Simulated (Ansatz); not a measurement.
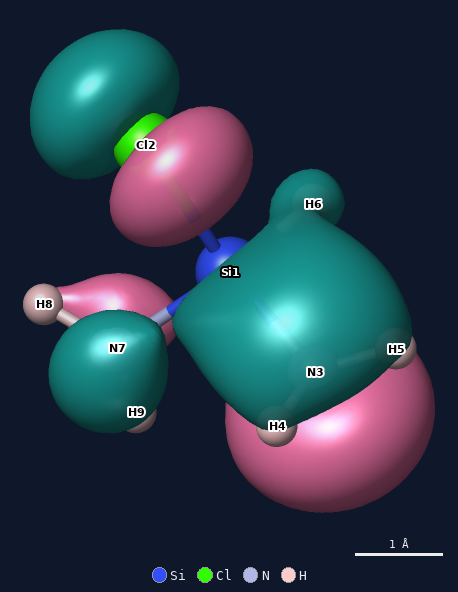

The picture shows: ClH5N2Si. The HOMO−1 at ±0.08 Å⁻³ᐟ² (teal and pink are the two phases), seen at an oblique angle.

All numbers below come from Ansatz, RKS revPBE-D4/6-31G*.

Input

```
crystal:
  periodic: [false, false, false]
  atoms:
    - { symbol: Si, position_ang: [0.0, 0.0, 0.0] }
    - { symbol: Cl, position_ang: [0.0, 0.0, 2.13] }
    - { symbol: "N", position_ang: [1.7163, 0.0, -0.6061] }
    - { symbol: H, position_ang: [2.2145, -0.918, -0.7868] }
    - { symbol: H, position_ang: [2.2175, 0.918, -0.7783] }
    - { symbol: H, position_ang: [-0.6877, 1.1914, -0.4862] }
    - { symbol: "N", position_ang: [-0.8572, -1.4851, -0.6061] }
    - { symbol: H, position_ang: [-1.3922, -2.1014, 0.0704] }
    - { symbol: H, position_ang: [-0.8219, -1.7344, -1.6357] }
basis:
  gaussian: { orbitals: "6-31G*" }
hamiltonian:
  xc: revpbe
  dispersion: d4
relax:
  f_tol: 0.02
  max_steps: 40
output:
  orbitals: {}
```

Command:

```sh
ansatz run input.yaml --threads 2 --pin off --max-ram 3072MiB --backend cpu --events-out ev --progress --plain --runs-dir out
```

The fields are those of the run's last geometry, not of the input's.

Question: What is the character of this orbital?

Answer: By Hirshfeld shares it lies mainly on N3 (about 60 %) and Cl2 (about 15 %). Its energy is −6.17 eV.
